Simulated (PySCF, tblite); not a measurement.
# C7H15B: geometry, infrared bands, NMR shifts, electronic excitations and core binding energies

What infrared bands, NMR shifts, electronic excitations and core binding energies should C7H15B (`BC(C)(C)CCC=C`) show?

Programs: tblite 0.8.0 and PySCF 2.14.0, with density-fitted response routines of our own. Each step states its level of theory. These are calculated values for one molecule in the gas phase, unless marked as measured. Atoms are numbered from 0 throughout.

## Step 1: The starting structure

23 atoms, charge 0, multiplicity 1; geometry from: force field or distance geometry start.

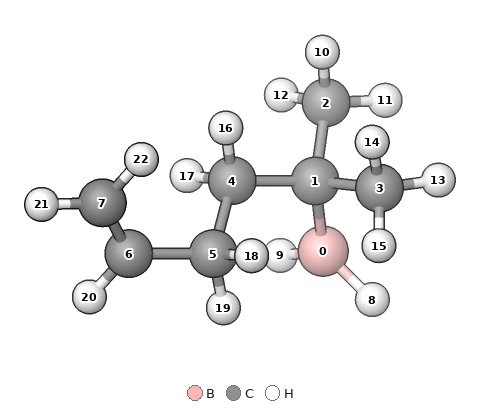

The starting geometry (boron pink, carbon grey, hydrogen white), atoms numbered.

## Step 2: Relaxing the molecule with GFN2-xTB

The job: settings as JSON, then the geometry in Å.

```
{"job": {"kind": "relax", "xc": "GFN2-xTB", "basis": "xTB"}, "charge": 0, "multiplicity": 1}
B     -1.696900     1.011800    -1.119900
C     -1.208700     0.051700     0.059700
C     -2.144100    -1.169700     0.129300
C     -1.279900     0.804300     1.407500
C      0.238600    -0.464600    -0.204400
C      1.318700     0.633800    -0.233300
C      2.651900     0.079600    -0.669800
C      3.365000    -0.741700     0.118000
H     -2.022500     2.127300    -0.897600
H     -1.740300     0.615800    -2.226900
H     -1.861800    -1.854500     0.947400
H     -3.206600    -0.848100     0.309000
H     -2.128900    -1.738100    -0.816700
H     -2.328300     1.047600     1.666300
H     -0.871400     0.175800     2.236400
H     -0.710000     1.749900     1.396400
H      0.515600    -1.207900     0.567900
H      0.252600    -1.000000    -1.190700
H      1.438600     1.090900     0.782700
H      1.043400     1.440000    -0.935000
H      3.055500     0.380900    -1.623300
H      4.318700    -1.118500    -0.222100
H      2.996100    -1.039400     1.102300
```

Run with:

```console
$ OMP_NUM_THREADS=1 python probes_run.py task.json out
```

The driver reads the jobs from task.json and runs them one after another.

Log:

```text
step      E/eV     max force
  0    -648.08242    1.580
  1    -648.16178    1.161
  2    -648.19351    0.515
  3    -648.20645    0.324
  4    -648.21584    0.126
  5    -648.21877    0.127
  6    -648.22538    0.117
  7    -648.22849    0.109
  8    -648.23084    0.100
  9    -648.23211    0.082
 10    -648.23353    0.073
 11    -648.23507    0.102
 12    -648.23658    0.086
 13    -648.23767    0.068
 14    -648.23848    0.071
 15    -648.23921    0.077
 16    -648.23984    0.068
 17    -648.24029    0.042
 18    -648.24066    0.042
 19    -648.24115    0.054
 20    -648.24184    0.076
 21    -648.24262    0.066
 22    -648.24325    0.047
 23    -648.24374    0.044
 24    -648.24427    0.055
 25    -648.24496    0.071
 26    -648.24570    0.060
 27    -648.24634    0.058
 28    -648.24691    0.049
 29    -648.24754    0.063
 30    -648.24833    0.067
 31    -648.24917    0.050
 32    -648.24991    0.056
 33    -648.25065    0.073
 34    -648.25159    0.088
 35    -648.25286    0.088
 36    -648.25450    0.092
 37    -648.25634    0.102
 38    -648.25812    0.099
 39    -648.25968    0.093
 40    -648.26107    0.088
 41    -648.26242    0.093
 42    -648.26155    0.243
 43    -648.26496    0.091
 44    -648.26634    0.080
 45    -648.27165    0.102
 46    -648.27358    0.102
 47    -648.27756    0.096
 48    -648.27945    0.104
 49    -648.28014    0.176
 50    -648.28318    0.141
 51    -648.28569    0.109
 52    -648.29058    0.101
 53    -648.29252    0.090
 54    -648.29382    0.071
 55    -648.29454    0.053
 56    -648.29515    0.053
 57    -648.29626    0.058
 58    -648.29688    0.047
 59    -648.29752    0.049
 60    -648.29801    0.041
 61    -648.29863    0.048
 62    -648.29927    0.050
 63    -648.29985    0.053
 64    -648.30035    0.050
 65    -648.30087    0.052
 66    -648.30153    0.053
 67    -648.30228    0.057
 68    -648.30292    0.084
 69    -648.30361    0.064
 70    -648.30422    0.047
 71    -648.30473    0.038
 72    -648.30504    0.040
 73    -648.30533    0.037
 74    -648.30557    0.030
 75    -648.30586    0.036
 76    -648.30612    0.036
 77    -648.30633    0.028
 78    -648.30655    0.041
 79    -648.30688    0.043
 80    -648.30740    0.054
 81    -648.30802    0.072
 82    -648.30853    0.061
 83    -648.30891    0.056
 84    -648.30925    0.047
 85    -648.30956    0.034
 86    -648.30977    0.032
 87    -648.30989    0.023
 88    -648.30998    0.018
 89    -648.31007    0.020
 90    -648.31016    0.020
 91    -648.31024    0.015
 92    -648.31029    0.017
 93    -648.31033    0.016
 94    -648.31039    0.020
 95    -648.31046    0.023
 96    -648.31052    0.025
 97    -648.31058    0.019
 98    -648.31063    0.019
 99    -648.31069    0.016
100    -648.31075    0.015
101    -648.31079    0.015
102    -648.31082    0.013
103    -648.31085    0.015
104    -648.31090    0.017
105    -648.31095    0.016
106    -648.31099    0.014
107    -648.31103    0.016
108    -648.31107    0.016
109    -648.31113    0.023
110    -648.31123    0.029
111    -648.31136    0.025
112    -648.31148    0.021
113    -648.31158    0.023
114    -648.31167    0.025
115    -648.31176    0.020
116    -648.31184    0.012
117    -648.31188    0.009
```

Wall time 2.8 s (1 thread of Intel Xeon at 2.50GHz, shared host); peak memory 0.18 GiB.

Relaxation path: (not every step is listed)

```tsv
step	energy from step 0 (eV)	largest force (eV/Å)
0	0.0000	1.5799
1	-0.0794	1.1614
2	-0.1111	0.5154
3	-0.1240	0.3243
4	-0.1334	0.1255
5	-0.1363	0.1267
6	-0.1430	0.1165
7	-0.1461	0.1094
8	-0.1484	0.1002
18	-0.1582	0.0423
28	-0.1645	0.0493
38	-0.1757	0.0988
48	-0.1970	0.1044
58	-0.2145	0.0467
68	-0.2205	0.0845
78	-0.2241	0.0410
88	-0.2276	0.0179
98	-0.2282	0.0193
108	-0.2287	0.0164
112	-0.2291	0.0209
113	-0.2292	0.0228
114	-0.2293	0.0250
115	-0.2293	0.0200
116	-0.2294	0.0116
117	-0.2295	0.0094
```

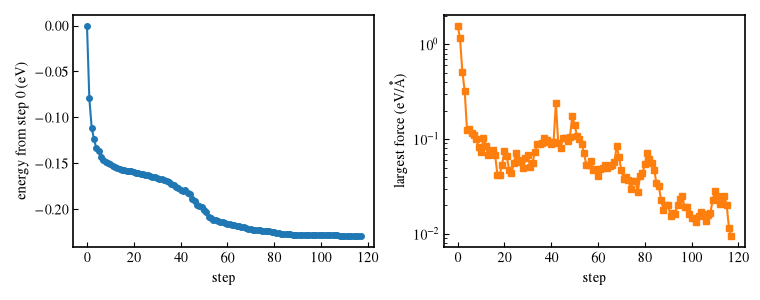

Energy and force, step by step.

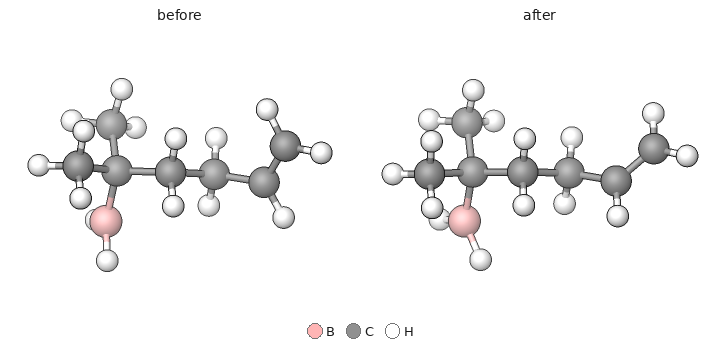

Before and after, at one scale.

Distances of close pairs at the start and the end, largest changes first:

```tsv
bond	before (Å)	after (Å)	change (Å)
C2–H11	1.125	1.088	-0.037
C5–H18	1.121	1.090	-0.030
C4–H17	1.122	1.092	-0.030
C3–H14	1.118	1.090	-0.028
C6–C7	1.343	1.320	-0.023
C1–C4	1.559	1.539	-0.020
C3–H13	1.107	1.087	-0.020
C3–H15	1.104	1.087	-0.017
```

The final coordinates are the input of the step that follows.

## Step 3: Vibrational analysis with GFN2-xTB

The job: settings as JSON, then the geometry in Å.

```
{"job": {"kind": "ir", "xc": "GFN2-xTB", "basis": "xTB"}, "charge": 0, "multiplicity": 1}
B     -1.627077     1.112069    -1.070320
C     -1.215092     0.091159     0.068212
C     -2.291220    -1.016959    -0.017118
C     -1.268796     0.684017     1.482583
C      0.152880    -0.572783    -0.171757
C      1.312246     0.429565    -0.188620
C      2.579492    -0.226186    -0.633233
C      3.669885    -0.331526     0.102711
H     -2.328551     2.014262    -0.828100
H     -1.289317     0.927230    -2.174169
H     -2.099744    -1.774068     0.742135
H     -3.284275    -0.605385     0.149879
H     -2.279799    -1.497765    -0.992690
H     -2.278959     1.011671     1.716377
H     -0.968841    -0.056698     2.223127
H     -0.611057     1.544865     1.569949
H      0.344596    -1.321959     0.602083
H      0.127632    -1.091316    -1.133025
H      1.453469     0.859071     0.803712
H      1.061098     1.239437    -0.881399
H      2.554948    -0.645545    -1.631203
H      4.559755    -0.820851    -0.255954
H      3.721974     0.074680     1.100056
```

Log:

```text
mode    cm-1     km/mol
  1      57.4      0.07
  2      58.6      0.04
  3     106.9      0.45
  4     135.3      0.80
  5     182.6      0.73
  6     208.3      0.49
  7     219.2      1.62
  8     247.3      0.68
  9     286.4      0.06
 10     315.7      0.07
 11     365.6      0.29
 12     417.0      0.17
 13     435.6      0.62
 14     471.3      1.05
 15     631.8      1.43
 16     770.1      6.44
 17     809.9      9.87
 18     818.4     44.68
 19     823.1    133.58
 20     894.7     13.53
 21     921.8     24.84
 22     943.9      2.87
 23     962.5      2.76
 24     968.2      6.21
 25    1001.1      9.77
 26    1017.2      2.44
 27    1026.5      8.71
 28    1068.3      3.91
 29    1091.5      6.92
 30    1149.6      0.26
 31    1181.7     49.41
 32    1192.6     11.12
 33    1223.5      3.61
 34    1251.7      4.65
 35    1260.8      0.92
 36    1296.5      2.09
 37    1303.1      2.62
 38    1349.2      1.33
 39    1398.2      1.05
 40    1417.7      0.93
 41    1419.3      4.75
 42    1478.7      0.69
 43    1490.1      0.22
 44    1498.7      1.12
 45    1500.9      1.27
 46    1507.0      2.46
 47    1517.9      4.03
 48    1720.0     15.39
 49    2645.1     88.26
 50    2679.0    134.91
 51    2936.1     13.38
 52    2950.1     75.62
 53    2971.6     29.08
 54    2996.5     33.86
 55    3003.3      5.13
 56    3008.3     81.95
 57    3024.3     28.75
 58    3032.4     22.18
 59    3034.6     74.33
 60    3044.9     30.14
 61    3050.3     57.20
 62    3095.3     27.32
 63    3120.0     63.96
```

It took 2.8 s on 1 thread of Intel Xeon at 2.50GHz, shared host; peak memory 0.18 GiB.

The strongest bands and the atoms that carry them (share of the mass-weighted mode):

```tsv
cm⁻¹	km/mol	atoms
823	133.6	H9 29 %, H8 29 %, B0 24 %
2645	88.3	H9 61 %, H8 35 %
2679	134.9	H8 57 %, H9 32 %, B0 11 %
2950	75.6	H16 68 %, H19 15 %
3008	82.0	H14 71 %, H10 19 %
3035	74.3	H13 58 %, H15 20 %, H11 12 %
3050	57.2	H20 89 %
3120	64.0	H21 64 %, H22 24 %
```

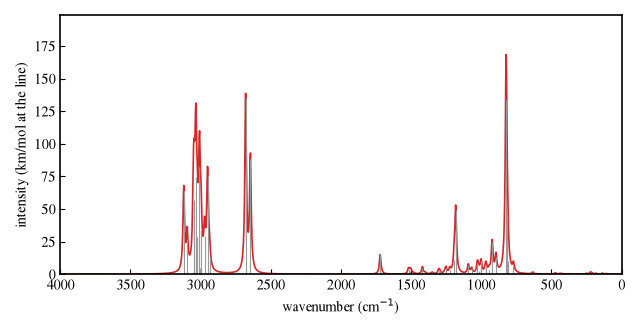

The infrared spectrum from these modes, unscaled. Lines are broadened to a width of 14 cm⁻¹ (Lorentzian).

## Step 4: Relaxing the molecule at PBE0-D3(BJ)/def2-SVP

The job: settings as JSON, then the geometry in Å.

```
{"job": {"xc": "PBE0", "basis": "def2-SVP", "d3": "d3bj", "grid": 1, "shake": 0.01, "kind": "geom"}, "charge": 0, "multiplicity": 1}
B     -1.606670     1.086510    -1.066140
C     -1.220770     0.086630     0.066060
C     -2.311420    -1.019280    -0.025770
C     -1.235570     0.686270     1.479060
C      0.150070    -0.579460    -0.182310
C      1.308340     0.434380    -0.191010
C      2.589070    -0.228180    -0.632990
C      3.685340    -0.326070     0.097660
H     -2.330380     2.019670    -0.808750
H     -1.292010     0.924790    -2.164150
H     -2.108610    -1.776990     0.750960
H     -3.278470    -0.604470     0.156580
H     -2.308080    -1.487550    -1.002290
H     -2.295650     1.014440     1.723380
H     -0.973290    -0.067460     2.223390
H     -0.611580     1.558920     1.577420
H      0.346530    -1.310840     0.600030
H      0.118370    -1.085480    -1.127200
H      1.451320     0.851240     0.806000
H      1.036160     1.246340    -0.876490
H      2.538560    -0.644930    -1.640840
H      4.567330    -0.841190    -0.265100
H      3.729070     0.086240     1.078480
```

Log:

```text
step   0  E = -299.98996307  max force = 0.042317
step   1  E = -299.99767890  max force = 0.004038
step   2  E = -299.99795766  max force = 0.001556
step   3  E = -299.99799796  max force = 0.000871
step   4  E = -299.99802620  max force = 0.001002
step   5  E = -299.99804571  max force = 0.000814
step   6  E = -299.99806055  max force = 0.000301
optimisation converged
```

Wall time 5.1 min (1 thread of Intel Xeon at 2.50GHz, shared host); peak memory 0.85 GiB.

The steps of the relaxation:

```tsv
step	energy from step 0 (eV)	largest force component (eV/Å)
0	0.0000	2.1760
1	-0.2100	0.2076
2	-0.2175	0.0800
3	-0.2186	0.0448
4	-0.2194	0.0515
5	-0.2199	0.0419
6	-0.2203	0.0155
```

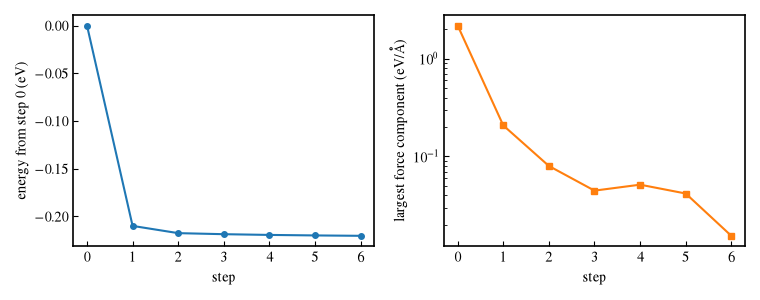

Energy and force, step by step.

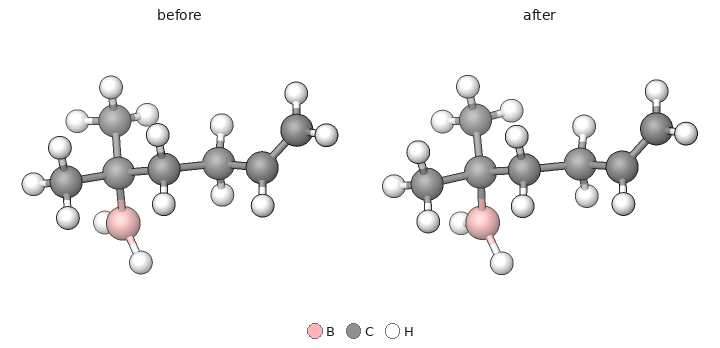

The geometry before (left) and after (right).

Distances of close pairs at the start and the end, largest changes first:

```tsv
bond	before (Å)	after (Å)	change (Å)
B0–H9	1.154	1.213	+0.059
C3–H13	1.136	1.101	-0.035
C2–H11	1.068	1.102	+0.034
C4–H17	1.072	1.105	+0.032
C7–H22	1.065	1.096	+0.031
C3–H15	1.077	1.100	+0.023
C2–H12	1.083	1.102	+0.019
C4–H16	1.089	1.106	+0.017
```

The final coordinates are the input of the step that follows.

```tsv
at the end point	value
point group (found at 0.08 Å tolerance)	C1
rotational constants (GHz, main isotopes)	4.063, 0.938, 0.913
dipole moment (D)	0.72
```

## Step 5: Shielding tensors: PBE0/pcSseg-1

The job: settings as JSON, then the geometry in Å.

```
{"job": {"kind": "nmr", "xc": "PBE0", "basis": "pcSseg-1"}, "charge": 0, "multiplicity": 1}
B     -1.713520     1.240839    -0.876504
C     -1.263590     0.259826     0.254058
C     -2.415498    -0.766060     0.094635
C     -1.310785     0.845633     1.664820
C      0.068324    -0.443289    -0.031676
C      1.281074     0.487094    -0.060323
C      2.538054    -0.212630    -0.467761
C      3.636800    -0.328556     0.279167
H     -2.513221     2.120889    -0.645124
H     -1.359406     1.058671    -2.022181
H     -2.272753    -1.582213     0.824107
H     -3.403853    -0.320466     0.293018
H     -2.435669    -1.225184    -0.907252
H     -2.290292     1.303027     1.872587
H     -1.135650     0.063061     2.424413
H     -0.549880     1.626722     1.813155
H      0.242060    -1.234820     0.721182
H     -0.004700    -0.958995    -1.005766
H      1.429013     0.960122     0.923977
H      1.077303     1.306790    -0.776419
H      2.524978    -0.675937    -1.463657
H      4.519969    -0.863460    -0.079851
H      3.694659     0.112532     1.280385
```

Level: GIAO PBE0/pcSseg-1 NMR shielding, non-relativistic, gas phase.

Log:

```text
coarse grid: 17992 points
cycle   1  E = -300.0488385512  dE =  5.002e-01  |g| = 4.360e-01  |ddm| = 3.986e+00
cycle   2  E = -300.0423514315  dE =  6.487e-03  |g| = 4.775e-01  |ddm| = 8.806e-01
cycle   3  E = -300.1038348016  dE = -6.148e-02  |g| = 4.655e-02  |ddm| = 4.950e-01
cycle   4  E = -300.1042186155  dE = -3.838e-04  |g| = 2.549e-02  |ddm| = 7.248e-02
cycle   5  E = -300.1043787363  dE = -1.601e-04  |g| = 4.747e-03  |ddm| = 2.547e-02
cycle   6  E = -300.1043833526  dE = -4.616e-06  |g| = 2.322e-03  |ddm| = 6.062e-03
final grid: 170248 points
cycle   7  E = -300.1545284550  dE = -6.695e-05  |g| = 1.035e-02  |ddm| = 4.379e-02
cycle   8  E = -300.1545155624  dE =  1.289e-05  |g| = 1.264e-02  |ddm| = 2.063e-02
cycle   9  E = -300.1545566997  dE = -4.114e-05  |g| = 1.391e-03  |ddm| = 1.149e-02
cycle  10  E = -300.1545571566  dE = -4.569e-07  |g| = 3.771e-04  |ddm| = 1.427e-03
cycle  11  E = -300.1545571888  dE = -3.215e-08  |g| = 1.432e-04  |ddm| = 4.227e-04
cycle  12  E = -300.1545571939  dE = -5.173e-09  |g| = 2.663e-05  |ddm| = 1.424e-04
cycle  13  E = -300.1545571941  dE = -1.655e-10  |g| = 6.596e-06  |ddm| = 2.938e-05
converged SCF energy = -300.1545571941

GIAO shielding tensors (ppm)
atom      isotropic    diamagn.    paramagn.     s11        s22        s33       span
  0 B       15.759     196.348    -180.589    -54.069    -12.431    113.778    167.847
  1 C      146.922     246.638     -99.716    124.996    144.158    171.611     46.616
  2 C      169.311     247.786     -78.474    142.876    171.079    193.979     51.103
  3 C      158.935     247.250     -88.315    135.409    159.123    182.274     46.864
  4 C      137.446     250.718    -113.272    119.928    126.754    165.657     45.729
  5 C      145.409     248.530    -103.121    126.215    145.301    164.711     38.496
  6 C       35.134     255.187    -220.053    -89.688     43.550    151.539    241.227
  7 C       62.464     253.015    -190.551    -49.766     84.631    152.527    202.293
  8 H       24.224      31.361      -7.137     17.773     27.097     27.802     10.029
  9 H       24.014      31.036      -7.022     16.864     27.215     27.964     11.100
 10 H       30.261      30.315      -0.054     27.272     28.073     35.439      8.167
 11 H       30.910      29.693       1.217     26.012     28.203     38.515     12.503
 12 H       30.879      30.647       0.231     25.956     28.601     38.079     12.123
 13 H       29.979      30.875      -0.897     25.868     27.498     36.570     10.702
 14 H       30.550      31.278      -0.728     27.218     28.420     36.014      8.796
 15 H       29.581      31.577      -1.996     24.573     28.967     35.204     10.630
 16 H       30.279      34.717      -4.439     26.843     30.789     33.205      6.362
 17 H       29.564      35.055      -5.492     24.948     30.254     33.490      8.542
 18 H       29.139      34.045      -4.907     24.330     30.572     32.513      8.183
 19 H       29.517      32.407      -2.890     25.439     29.535     33.578      8.138
 20 H       25.175      30.700      -5.525     22.572     24.368     28.586      6.014
 21 H       26.057      27.042      -0.985     23.228     24.864     30.080      6.852
 22 H       25.940      30.733      -4.793     22.621     25.085     30.113      7.492
```

It took 2.5 min on 1 thread of Intel Xeon at 2.50GHz, shared host; peak memory 1.1 GiB.

The references, computed at this level on geometries of the same kind, shield at (ppm): 1H TMS 31.27, 13C TMS 184.4, 11B BF3·OEt2 100.7. Their shielding less the atom's gives the shift. The references are single molecules in the gas phase. Atoms listed in one row are averaged.

```tsv
atoms	environment	σ (ppm)	δ (ppm)	δ scaled to CDCl3
C6	alkene CH	35.1	149.3	144.4
C7	terminal =CH2 carbon	62.5	121.9	117.9
C4	sp3 CH2	137.4	47.0	45.1
C5	allylic sp3 CH2	145.4	39.0	37.4
C1	fully substituted sp3 carbon bonded to B	146.9	37.5	35.9
C2, C3	methyl carbon	164.1	20.3	19.2
H8, H9	hydrogen on a boron bonded to C	24.12	7.15	–
H20	hydrogen on an alkene CH	25.18	6.09	5.99
H22	hydrogen on a terminal =CH2 carbon	25.94	5.33	5.26
H21	hydrogen on a terminal =CH2 carbon	26.06	5.21	5.15
H18, H19	hydrogen on an allylic sp3 CH2	29.33	1.94	2.05
H16, H17	hydrogen on an sp3 CH2	29.92	1.35	1.49
H10, H11, H12, H13, H14, H15	hydrogen on a methyl carbon	30.36	0.91	1.08
B0	boron bonded to C, 2 H	15.8	85.0	–
```

The scaled column applies a straight-line fit of computed shieldings to shifts measured in CDCl3 (root-mean-square error 0.21 ppm for H, 2.0 ppm for C).

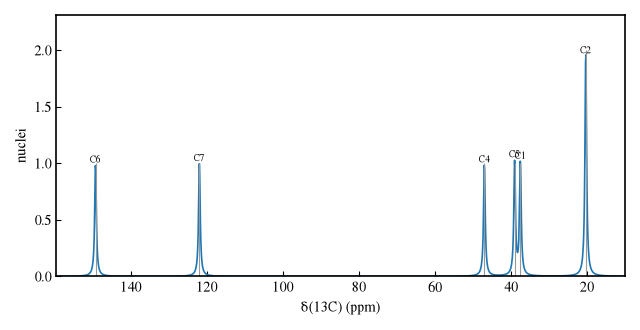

13C lines at the computed shifts, without couplings. Lines are broadened to a width of 0.52 ppm (Lorentzian).

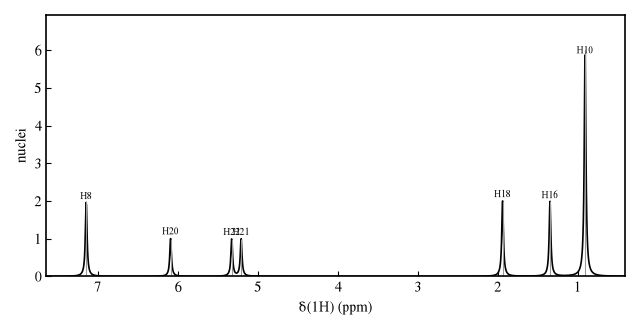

1H lines at the computed shifts, without couplings. Lines are broadened to a width of 0.02 ppm (Lorentzian).

The run also stored atomic charges by several schemes (e):

```tsv
atoms	Mulliken	IAO	Hirshfeld	ESP fit
B0	0.20	0.05	0.14	0.14
C1	-0.68	-0.09	-0.05	0.43
C2, C3	-0.19	-0.40	-0.11	-0.54
C4	-0.12	-0.23	-0.06	-0.15
C5	-0.18	-0.25	-0.07	-0.03
C6	-0.23	-0.12	-0.04	-0.14
C7	-0.17	-0.32	-0.11	-0.49
```

IAO charges:

B0 0.05; C1 -0.09; C2 -0.39; C3 -0.40; C4 -0.23; C5 -0.25; C6 -0.12; C7 -0.32; H8 0.01; H9 0.00; H10 0.15; H11 0.14; H12 0.14; H13 0.14; H14 0.13; H15 0.13; H16 0.12; H17 0.12; H18 0.13; H19 0.13; H20 0.14; H21 0.15; H22 0.14

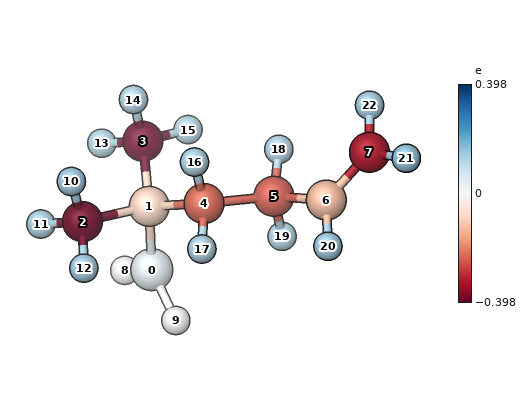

IAO charges, as colours on the atoms.

Mayer bond orders: B0–C1 0.93, C1–C2 1.01, C1–C3 1.01, C1–C4 1.00, C4–C5 1.02, C5–C6 1.04, C6–C7 1.99.

Orbitals, density, ELF and potential are computed afterwards from the orbital file.

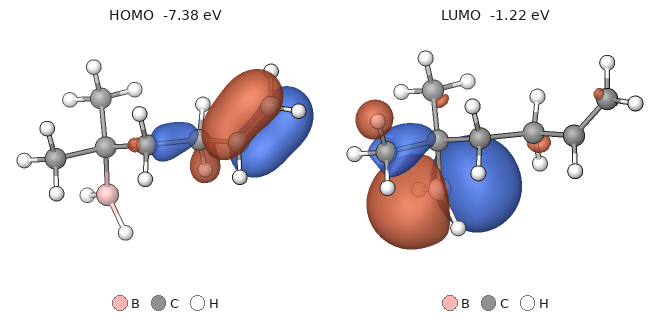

Frontier orbitals at PBE0/pcSseg-1; each surface holds 70 % of the orbital's density, blue and red mark the sign.

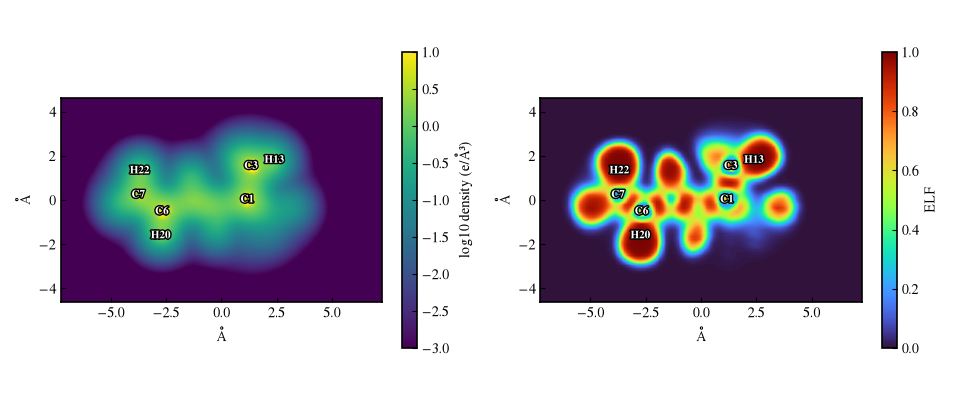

Density (left) and ELF (right) in a plane through or near 7 of the atoms.

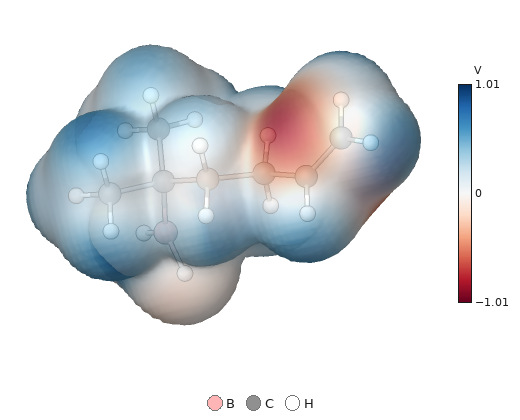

The potential that a unit positive charge feels on the 0.002 e/bohr³ surface, from -0.70 V near C7 to 1.01 V near B0.

(Part 1 of 2 ends here.)
